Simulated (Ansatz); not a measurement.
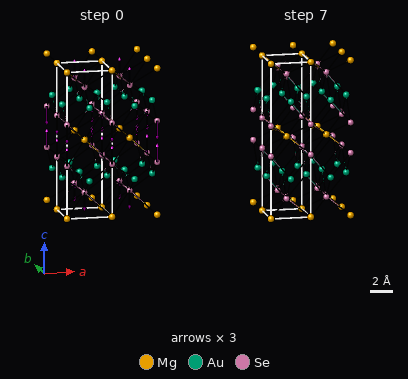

The structure of crystalline MgAu₂Se₂ (built on the BaCu2S2-139 type type) before (left) and after (right) a relaxation, at one scale. The purple arrows give the displacements (the part carried along by the change of the cell is left out), 3 times their true length.

The picture is a ball-and-stick view of the conventional cell (2 times the calculation's cell), repeated 2 × 2 × 1 with one cell outlined, seen slightly off an axis. Lengths and directions refer to the drawn axes.

Method: Ansatz 0.2.0, DFT, PBEsol, plane waves, PAW.

The input:
```yaml
crystal:
  lattice:
    - [-2.12616173, 2.12616173, 6.89304149]
    - [2.12616173, -2.12616173, 6.89304149]
    - [2.12616173, 2.12616173, -6.89304149]
  atoms:
    - { symbol: Mg, position: [0.0, 0.0, 0.0] }
    - { symbol: Au, position: [0.75, 0.25, 0.5] }
    - { symbol: Au, position: [0.25, 0.75, 0.5] }
    - { symbol: Se, position: [0.64101112, 0.64101112, 0.0] }
    - { symbol: Se, position: [0.35898888, 0.35898888, 0.0] }
kpoints:
  mp_grid: { grid: [8, 8, 8] }
hamiltonian:
  xc: pbesol
scf:
  occupations: { method: fermi_dirac, width: 0.03 }
relax:
  f_tol: 0.01
  cell: {}
  max_steps: 120
```

Command:
```bash
ansatz run input.yaml --threads 2 --pin off --max-ram 2211MiB --backend cpu --events-out ev --progress --plain --runs-dir out
```

Q: What changed between the two?

A: Over 6 accepted moves (7 points after the start) the energy falls by 323 meV per atom. Largest force component: 1.7 eV/Å at the start, 0.0056 eV/Å at the end. Pressure: −0.19 GPa at the start and 0.01 GPa at the end. The SCF was repeated once at an unchanged geometry on a basis and grid sized afresh for the cell, which shifted the energy by 0.4 meV per atom at most. The largest moves relative to the cell, 0.63 Å, are those of Se4 and Se5. Se5 goes along +c. Au and Mg stay in place. Cell: a = b 4.252 → 3.755 Å (−11.7 %), c 13.786 → 14.595 Å (+5.9 %). Volume −17.5 %. Some distances before and after: Se4–Se5 3.888 → 2.851 Å, Mg1–Se4 3.581 → 3.014 Å, Au2–Au3 3.007 → 2.655 Å, Au2–Se4 2.603 → 2.910 Å. Among the angles between lasting bonds that change: Au2–Se5–Au2 109.5° → 80.4°, Se4–Au3–Se4 109.5° → 80.4°, Se4–Au3–Se5 109.5° → 125.7°. The space group stays I4/mmm (No. 139).
